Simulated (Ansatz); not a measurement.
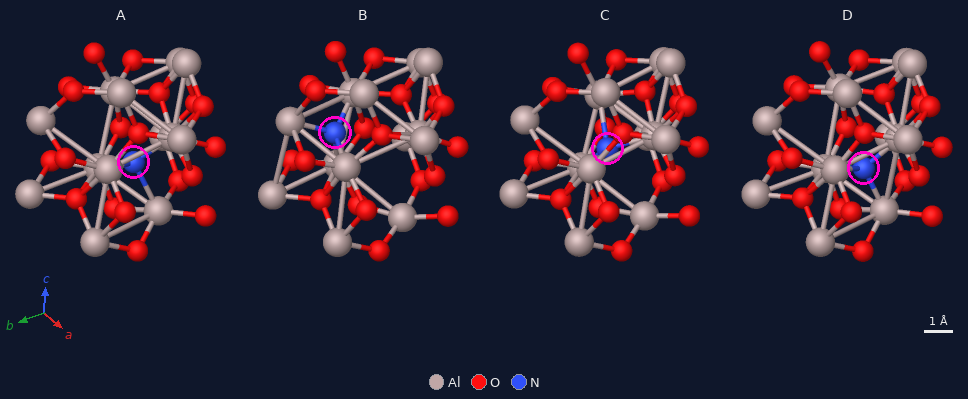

4 geometries from a converged minimum-energy path of Al2O3 with an O vacancy (39 atoms in the cell, charge +1), shuffled. Style: ball-and-stick. Shown: the atoms within 4.0 Å of the middle of the path, from a free direction. The moving atom is ringed, with any periodic copies. Bonds to atoms that aren't drawn are left out.

Computed with DFT r2SCAN-D3(BJ), scalar-relativistic, plane waves, PAW (Ansatz). Run with plane-wave cutoff 500 eV; k-point mesh 2 × 2 × 2; Fermi-Dirac smearing 0.02 eV; 5 movable images; climbing image; force threshold 0.05 eV/Å; iteration limit 47; starting path by image-dependent pair potential.

> Which frame is the transition state?

C. In order along the path, whose images run from 0 to 6: D (image 0, 0.00 eV), A (image 1, +0.37 eV), C (image 3, +1.03 eV), B (image 6, 0.00 eV). It is a vacancy jump: a nearby atom moves into the empty site and leaves its own site empty. The N atom travels furthest, 2.09 Å from end to end, along [−2 1 1], on a path that bends up to 0.24 Å away from the straight line. At the highest image its nearest neighbour (Al) is 1.79 Å away, against 1.84 Å at the start, and the surrounding atoms stand up to 0.19 Å off the mean of their end positions.

Limits of the set-up: the periodic images lie only 7.0 Å apart, so the values are limited by the cell's size; the cell is charged, on a uniform background, and energies carry no finite-size correction.

Cost: 15 min on 4 threads of AMD EPYC 9R45 96-Core Processor (Zen 5) (shared host), peak memory 5.3 GiB.

PAW datasets: the set soft_1.
